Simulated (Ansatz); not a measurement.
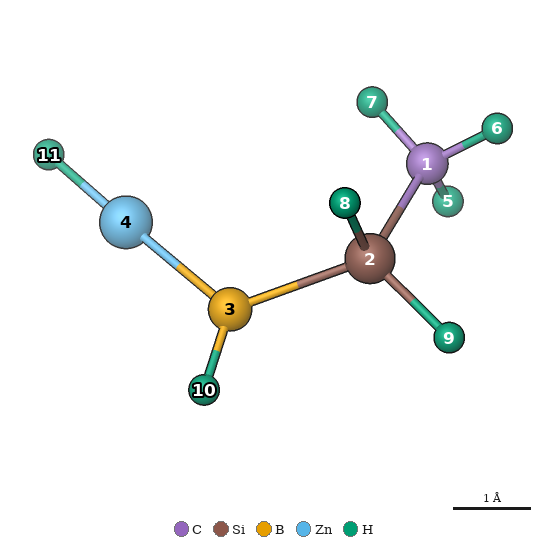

Orthographic view. Depth is shown by fading: the farther an atom, the more it takes the colour of the background. Computed geometry: PBE-D4/def2-SVP optimisation. No frequency run is at hand to confirm it as a minimum.

Write the connection table.

C1: Si2, H5, H6, H7
Si2: C1, B3, H8, H9
B3: Si2, Zn4, H10
Zn4: B3, H11
H5: C1
H6: C1
H7: C1
H8: Si2
H9: Si2
H10: B3
H11: Zn4
